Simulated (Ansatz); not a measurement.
**Run report: GaSiH7O3, geometry relaxation (part 1 of 2)**

- system: GaSiH7O3
- method: RKS PBE/def2-SVP (Ansatz 0.2.0)

The input holds or restrains some coordinates. It belongs to a series of runs on one base structure; here: pulled along the bonds that form and break, towards end A.

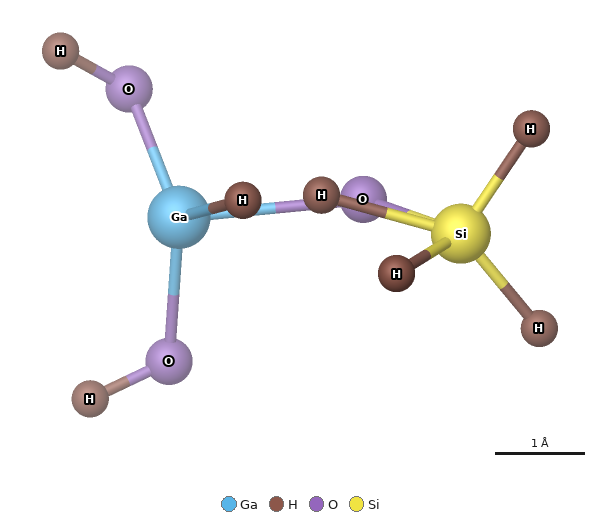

*The starting structure (ball-and-stick view, seen at a tilt). Sticks mark near contacts.*

Bond lengths as drawn: Ga–H 1.92 Å, Ga–O 1.79 to 2.09 Å, H–O 1.01 Å, H–Si 1.46 to 1.64 Å and O–Si 1.68 Å.

Results in brief

- outcome: converged under the restraints of the input
- total energy: −66479.9362 eV
- mean-field energy: −66479.9362 eV
- largest force (length of the vector) at the end, held atoms and coordinates included: 0.693 eV/Å
- hardware: 4 threads of Intel Xeon (Sapphire Rapids), 32 GiB of memory available, shared host
- wall time: 19 s (CPU time 67 s)
- peak memory: 0.2 GiB

Input file
```yaml
crystal:
  periodic: [false, false, false]
  atoms:
    - { symbol: Ga, position_ang: [0.0, 0.0, 0.0] }
    - { symbol: H, position_ang: [0.0, 0.0, 1.92] }
    - { symbol: O, position_ang: [1.5501, 0.0, -0.895] }
    - { symbol: H, position_ang: [1.85, -0.9519, -1.0499] }
    - { symbol: O, position_ang: [-1.5501, 0.0, -0.895] }
    - { symbol: H, position_ang: [-2.0598, -0.8467, -0.6865] }
    - { symbol: O, position_ang: [0.0937, 1.9812, 0.659] }
    - { symbol: Si, position_ang: [0.6912, 2.4735, 2.15] }
    - { symbol: H, position_ang: [1.0861, 1.3026, 2.9275] }
    - { symbol: H, position_ang: [1.8511, 3.3371, 1.9491] }
    - { symbol: H, position_ang: [-0.3435, 3.2093, 2.8709] }
    - { symbol: H, position_ang: [0.0473, 1.0, 1.8157] }
basis:
  gaussian: { orbitals: def2-SVP }
hamiltonian:
  xc: pbe
relax:
  f_tol: 0.15
  max_steps: 25
  restrain:
    - { distance: [0, 6], at: 2.99, k: 30.0 }
    - { distance: [11, 1], at: 1.86, k: 30.0 }
    - { distance: [0, 1], at: 1.57, k: 30.0 }
    - { distance: [11, 6], at: 1.01, k: 30.0 }
output:
  orbitals: {}
```

Launched with:
```bash
ansatz run input.yaml --threads 4 --pin off --max-ram 5120MiB --backend cpu --events-out ev --progress --plain --runs-dir out
```

The program's output
```
The last accepted step is kept in [file] (removed where the run ends without a failure and the disk answers)
Engine: ansatz 0.2.0, x86_64-unknown-linux-gnu
Functional definition: PBE
  parameter kappa = 0.804
  parameter beta = 0.06672455060314922
  exchange = pbe_x(kappa = kappa, mu = beta*pi^2/3)
  correlation = pbe_c(beta = beta)
1386 factors; their error is unknown
mean field evaluation 1: about -66458.6337 eV, gradient 1.0e2 eV
mean field evaluation 2: about -66268.1237 eV, gradient 2.9e2 eV
mean field evaluation 4: about -66470.8462 eV, gradient 5.7e1 eV
mean field evaluation 8: about -66477.3235 eV, gradient 1.0e0 eV
mean field evaluation 16: about -66477.2543 eV, gradient 1.7e-3 eV
mean field -66477.25434616 eV, -2442.9940373202 hartree, gradient 2.1e-5 eV, S^2 0.000000; 0 other end points of the search recorded, 0 dependent functions left out
the calculation of the forces begins
reference -66477.25439255 eV, -2442.9940390247 hartree; 38, 38 occupied and 89, 89 virtual orbitals, 1386 factors
relax step   1: F+E_penalty+E_count = -66477.25434616 eV  Δ(F+E_penalty+E_count) = +0.000e0 eV  max|allowed force component| = 3.022e0 eV/Å  E_restraint = 28.77638117 eV  max|allowed force component, restraints' pulls added| = 3.239e1 eV/Å  Δτ_max = 0.0000 Å  (31 SCF iters, accepted)
  distance Ga 0 - O 6 = 2.0900 Å
  distance H 11 - H 1 = 1.0065 Å
  distance Ga 0 - H 1 = 1.9200 Å
  distance H 11 - O 6 = 1.5175 Å
these checks for a lower state are left out or cut short: starts, cluster_reference, orbital_swaps, neighbouring_geometries, increment
1386 factors; their error is unknown
mean field -66477.06399300 eV, -2442.9870419702 hartree, gradient 8.6e-6 eV, S^2 0.000000; 0 other end points of the search recorded, 0 dependent functions left out
[... from here on the field's lines of each further geometry are left out, up to the last ...]
relax step   2: F+E_penalty+E_count = -66477.06399300 eV  Δ(F+E_penalty+E_count) = +1.904e-1 eV  max|allowed force component| = 3.418e0 eV/Å  E_restraint = 12.95308183 eV  max|allowed force component, restraints' pulls added| = 2.062e1 eV/Å  Δτ_max = 0.1950 Å  (37 SCF iters, accepted)
relax step   3: F+E_penalty+E_count = -66477.25978337 eV  Δ(F+E_penalty+E_count) = -1.958e-1 eV  max|allowed force component| = 3.912e0 eV/Å  E_restraint = 3.65445735 eV  max|allowed force component, restraints' pulls added| = 9.460e0 eV/Å  Δτ_max = 0.1949 Å  (35 SCF iters, accepted)
relax step   4: F+E_penalty+E_count = -66477.97539491 eV  Δ(F+E_penalty+E_count) = -7.156e-1 eV  max|allowed force component| = 2.329e0 eV/Å  E_restraint = 0.24390335 eV  max|allowed force component, restraints' pulls added| = 2.412e0 eV/Å  Δτ_max = 0.1946 Å  (36 SCF iters, accepted)
relax step   5: F+E_penalty+E_count = -66478.79949026 eV  Δ(F+E_penalty+E_count) = -8.241e-1 eV  max|allowed force component| = 1.910e0 eV/Å  E_restraint = 0.02748814 eV  max|allowed force component, restraints' pulls added| = 1.612e0 eV/Å  Δτ_max = 0.1947 Å  (31 SCF iters, accepted)
relax step   6: F+E_penalty+E_count = -66479.24324329 eV  Δ(F+E_penalty+E_count) = -4.438e-1 eV  max|allowed force component| = 1.621e0 eV/Å  E_restraint = 0.00877621 eV  max|allowed force component, restraints' pulls added| = 1.790e0 eV/Å  Δτ_max = 0.1940 Å  (35 SCF iters, accepted)
relax step   7: F+E_penalty+E_count = -66479.44051523 eV  Δ(F+E_penalty+E_count) = -1.973e-1 eV  max|allowed force component| = 1.341e0 eV/Å  E_restraint = 0.00760421 eV  max|allowed force component, restraints' pulls added| = 1.341e0 eV/Å  Δτ_max = 0.1988 Å  (36 SCF iters, accepted)
relax step   8: F+E_penalty+E_count = -66479.58433273 eV  Δ(F+E_penalty+E_count) = -1.438e-1 eV  max|allowed force component| = 8.263e-1 eV/Å  E_restraint = 0.00508646 eV  max|allowed force component, restraints' pulls added| = 7.303e-1 eV/Å  Δτ_max = 0.2000 Å  (30 SCF iters, accepted)
relax step   9: F+E_penalty+E_count = -66479.69987695 eV  Δ(F+E_penalty+E_count) = -1.155e-1 eV  max|allowed force component| = 6.027e-1 eV/Å  E_restraint = 0.00426401 eV  max|allowed force component, restraints' pulls added| = 5.199e-1 eV/Å  Δτ_max = 0.1998 Å  (35 SCF iters, accepted)
relax step  10: F+E_penalty+E_count = -66479.62091661 eV  Δ(F+E_penalty+E_count) = +7.896e-2 eV  max|allowed force component| = 2.425e0 eV/Å  E_restraint = 0.00557072 eV  max|allowed force component, restraints' pulls added| = 2.425e0 eV/Å  Δτ_max = 0.1950 Å  (36 SCF iters, rejected (line search))
relax step  11: F+E_penalty+E_count = -66479.75174178 eV  Δ(F+E_penalty+E_count) = -5.186e-2 eV  max|allowed force component| = 5.769e-1 eV/Å  E_restraint = 0.00469391 eV  max|allowed force component, restraints' pulls added| = 4.689e-1 eV/Å  Δτ_max = 0.0975 Å  (31 SCF iters, accepted)
relax step  12: F+E_penalty+E_count = -66479.79633268 eV  Δ(F+E_penalty+E_count) = -4.459e-2 eV  max|allowed force component| = 5.651e-1 eV/Å  E_restraint = 0.00505733 eV  max|allowed force component, restraints' pulls added| = 4.524e-1 eV/Å  Δτ_max = 0.1000 Å  (29 SCF iters, accepted)
relax step  13: F+E_penalty+E_count = -66479.82035243 eV  Δ(F+E_penalty+E_count) = -2.402e-2 eV  max|allowed force component| = 1.470e0 eV/Å  E_restraint = 0.00536967 eV  max|allowed force component, restraints' pulls added| = 1.470e0 eV/Å  Δτ_max = 0.1479 Å  (35 SCF iters, accepted)
relax step  14: F+E_penalty+E_count = -66479.90801885 eV  Δ(F+E_penalty+E_count) = -8.767e-2 eV  max|allowed force component| = 6.053e-1 eV/Å  E_restraint = 0.00577322 eV  max|allowed force component, restraints' pulls added| = 1.450e-1 eV/Å  Δτ_max = 0.2000 Å  (34 SCF iters, accepted)
relax step  15: F+E_penalty+E_count = -66479.91017399 eV  Δ(F+E_penalty+E_count) = -2.155e-3 eV  max|allowed force component| = 9.637e-1 eV/Å  E_restraint = 0.00488768 eV  max|allowed force component, restraints' pulls added| = 9.637e-1 eV/Å  Δτ_max = 0.1980 Å  (34 SCF iters, accepted)
relax step  16: F+E_penalty+E_count = -66479.93036481 eV  Δ(F+E_penalty+E_count) = -2.019e-2 eV  max|allowed force component| = 6.826e-1 eV/Å  E_restraint = 0.00614096 eV  max|allowed force component, restraints' pulls added| = 1.514e-1 eV/Å  Δτ_max = 0.1322 Å  (29 SCF iters, accepted)
the calculation of the forces begins
reference -66479.93618081 eV, -2443.0925929254 hartree; 38, 38 occupied and 89, 89 virtual orbitals, 1386 factors
relax step  17: F+E_penalty+E_count = -66479.93613236 eV  Δ(F+E_penalty+E_count) = -5.768e-3 eV  max|allowed force component| = 6.771e-1 eV/Å  E_restraint = 0.00649006 eV  max|allowed force component, restraints' pulls added| = 2.910e-2 eV/Å  Δτ_max = 0.0822 Å  (29 SCF iters, accepted)
  distance Ga 0 - O 6 = 2.9817 Å
  distance H 11 - H 1 = 1.8653 Å
  distance Ga 0 - H 1 = 1.5719 Å
  distance H 11 - O 6 = 0.9918 Å
1386 factors; their error is unknown
mean field evaluation 160: about -66479.9361 eV, gradient 4.0e-5 eV
```

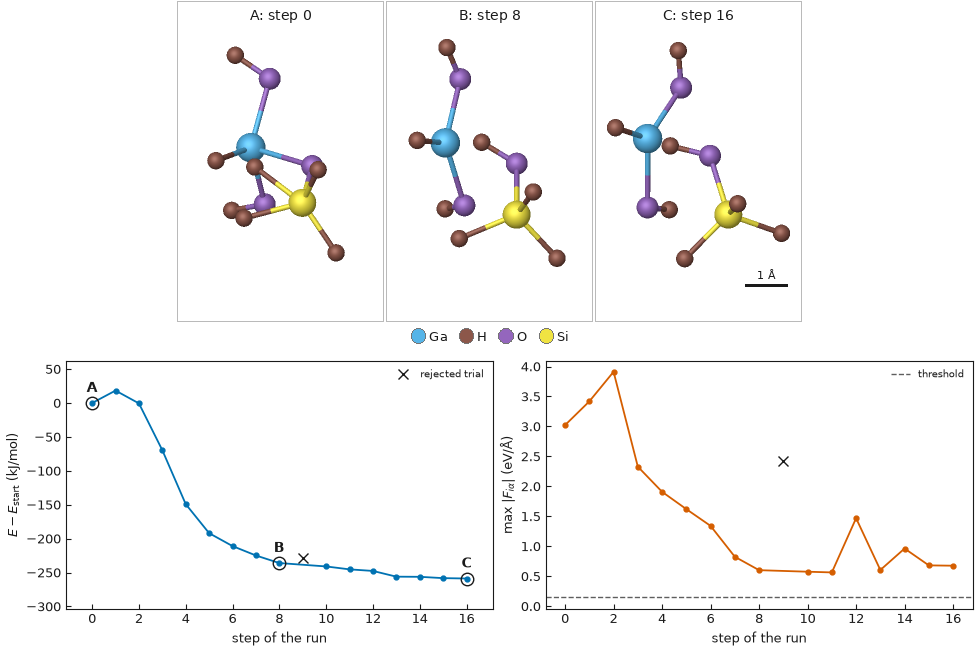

*Frames of the restrained relaxation (ball-and-stick view, seen at an oblique angle) above the curves, on which the letters mark them (the first geometry is step 0 here and step 1 in the log).*

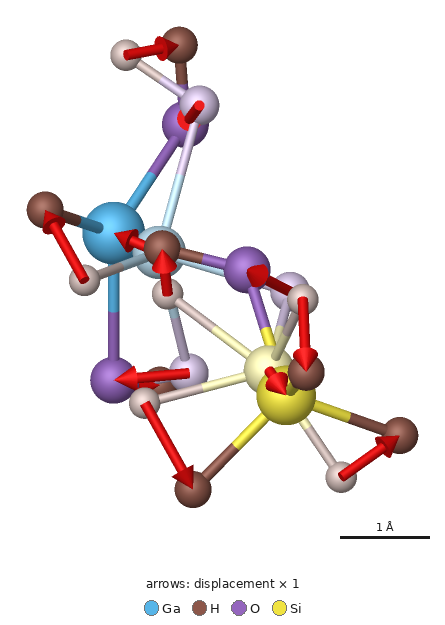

*Start (faint) and end (solid) with the displacements as red arrows, at true length (ball-and-stick view, seen at an oblique angle). The two geometries are laid on each other by the best rigid fit.*

The atom that moves furthest after the best rigid fit is H9 (1.12 Å). By element the largest moves are H 1.12 Å, O 1.04 Å, Ga 0.61 Å, Si 0.45 Å. Distances before and after: Ga1–O7 2.090 → 2.982 Å, Si8–H12 1.642 → 2.306 Å, O7–H12 1.518 → 0.992 Å, Ga1–H2 1.920 → 1.572 Å. New bonds form: O7–H12 (1.52 → 0.99 Å). Bonds break: Ga1–O7 (2.09 → 2.98 Å), Si8–H12 (1.64 → 2.31 Å). Among the angles that change: H2–Ga1–O5 120.0° → 126.8°, O3–Ga1–O5 120.0° → 114.8°, O7–Si8–H10 109.5° → 106.4°. The energy falls by 258.8 kJ/mol in 16 geometry steps. The largest force component goes from 3 to 0.68 eV/Å. The line search rejected the trial step at point 9 (counted from 0) and went back. (Atoms are counted from 1 in the order of the input.)

```
mean field -66479.93613236 eV, -2443.0925911450 hartree, gradient 1.7e-5 eV, S^2 0.000000; 1 other end points of the search recorded, 0 dependent functions left out
the calculation of the forces begins
reference -66479.93618081 eV, -2443.0925929254 hartree; 38, 38 occupied and 89, 89 virtual orbitals, 1386 factors
Total energy: -66479.93618081 eV, -2443.0925929254 hartree
Atom 0 at    -0.150891    -0.596479    -0.018172 Å, force     0.035889     0.212054     0.084955 eV/Å
Atom 1 at    -0.736932    -0.705242     1.436310 Å, force    -0.035662    -0.163694    -0.009889 eV/Å
Atom 2 at     1.625970    -0.748196    -0.231909 Å, force     0.006885     0.023059     0.012306 eV/Å
Atom 3 at     1.882923    -0.647073    -1.167715 Å, force    -0.015463    -0.012769     0.010034 eV/Å
Atom 4 at    -1.087259    -0.454314    -1.551775 Å, force    -0.018305    -0.025919     0.005170 eV/Å
Atom 5 at    -2.048680    -0.428995    -1.393582 Å, force    -0.000638     0.029095    -0.013073 eV/Å
Atom 6 at    -0.312698     1.925961     1.563583 Å, force    -0.121995    -0.677142     0.086553 eV/Å
Atom 7 at     0.888316     2.812032     2.366078 Å, force    -0.009153     0.005656     0.015996 eV/Å
Atom 8 at     1.935273     1.911225     2.965912 Å, force     0.004570    -0.001825    -0.009761 eV/Å
Atom 9 at     1.500952     3.716801     1.340999 Å, force    -0.008556    -0.004156    -0.008250 eV/Å
Atom 10 at     0.293269     3.650436     3.467338 Å, force     0.005355    -0.003820     0.004808 eV/Å
Atom 11 at    -0.574143     1.068945     1.988733 Å, force     0.157072     0.619459    -0.178850 eV/Å
Dipole moment:    -0.266345    -0.063060     0.165033 e Å
```

Trajectory as extended XYZ (Å, eV, eV/Å), 17 frames, from step=1 to step=17
```
12
Properties=species:S:1:pos:R:3:forces:R:3 step=1 energy=-66477.25435
Ga    0.0000    0.0000    0.0000    0.0881   2.4408   0.8290
H     0.0000    0.0000    1.9200   -0.2870  -0.4212  -0.6097
O     1.5501    0.0000   -0.8950    0.8925  -2.0220  -0.0257
H     1.8500   -0.9519   -1.0499   -0.2784   1.3812   0.0211
O    -1.5501    0.0000   -0.8950   -1.1478  -1.8592   0.4956
H    -2.0598   -0.8467   -0.6865    0.5249   1.2667  -0.4325
O     0.0937    1.9812    0.6590   -0.0407  -1.1176   0.8521
Si    0.6912    2.4735    2.1500    0.6199   3.0224  -1.1049
H     1.0861    1.3026    2.9275    0.3853  -0.5735   0.8460
H     1.8511    3.3371    1.9491    0.7660   0.4408   0.0661
H    -0.3435    3.2093    2.8709   -0.5373   0.3294   0.5896
H     0.0473    1.0000    1.8157   -0.9855  -2.8879  -1.5268
12
Properties=species:S:1:pos:R:3:forces:R:3 step=2 energy=-66477.06399
Ga   -0.0048   -0.1434    0.0266    0.1371   1.7854   1.1787
H    -0.0109   -0.1600    1.8452   -0.1118  -0.2942  -1.2354
O     1.5485   -0.0161   -0.8878    0.2902  -1.2073   0.1054
H     1.8533   -0.9461   -1.0535    0.0150   0.7162  -0.0700
O    -1.5520   -0.0146   -0.8866   -0.4761  -1.1577   0.2500
H    -2.0628   -0.8417   -0.6914    0.0469   0.6611  -0.2428
O     0.0843    2.0755    0.7527   -0.9549  -3.2243  -0.0266
Si    0.7126    2.5190    2.1787    1.4482   3.4183   1.4745
H     1.0892    1.3016    2.9344    0.1843  -0.4583   0.5224
H     1.8654    3.3473    1.9501    1.1574   0.7404   0.1355
H    -0.3497    3.2160    2.8810   -0.4968   0.5282   0.8790
H     0.0430    1.1677    1.7163   -1.2396  -1.5078  -2.9708
12
Properties=species:S:1:pos:R:3:forces:R:3 step=3 energy=-66477.25978
Ga   -0.0083   -0.3158    0.0518    0.1825   1.7844   0.6059
H    -0.0120   -0.2887    1.7613   -0.0546  -0.5237  -1.0818
O     1.5430   -0.0277   -0.8827   -0.3512  -0.8938   0.3583
H     1.8583   -0.9413   -1.0566    0.3279   0.2704  -0.2131
O    -1.5487   -0.0266   -0.8828    0.2183  -0.9182   0.2856
H    -2.0688   -0.8368   -0.6942   -0.3761   0.2797  -0.1714
O     0.0667    2.1538    0.8420   -1.5045  -3.9123  -1.2433
Si    0.7381    2.5688    2.2190    2.1765   3.2520   3.4060
H     1.0897    1.2963    2.9391    0.1341  -0.1028   0.2938
H     1.8884    3.3625    1.9541    1.4253   0.9869   0.1536
H    -0.3557    3.2272    2.8998   -0.4292   0.7220   1.1516
H     0.0255    1.3333    1.6151   -1.7490  -0.9447  -3.5451
12
Properties=species:S:1:pos:R:3:forces:R:3 step=4 energy=-66477.97540
Ga   -0.0056   -0.4924    0.0513    0.1236   1.9945  -0.3710
H     0.0017   -0.4006    1.6446   -0.0715  -0.5637  -0.1012
O     1.5267   -0.0661   -0.8715   -0.4735  -0.9033   0.3446
H     1.8885   -0.9527   -1.0727    0.4580   0.1616  -0.2664
O    -1.5264   -0.0723   -0.8876    0.3652  -1.0654   0.3105
H    -2.1077   -0.8378   -0.6935   -0.4155   0.3053  -0.1483
O     0.0283    2.2439    0.9053   -0.7380  -1.5438  -1.8058
Si    0.7713    2.6386    2.2858    1.3835   1.7005   2.3294
H     1.0984    1.3099    2.9530    0.1439   0.2629   0.1538
H     1.9570    3.4138    1.9831    0.8712   0.6851   0.2360
H    -0.3496    3.2783    2.9854    0.0086   0.6398   1.0357
H    -0.0664    1.4424    1.4828   -1.6554  -1.6736  -1.7174
```
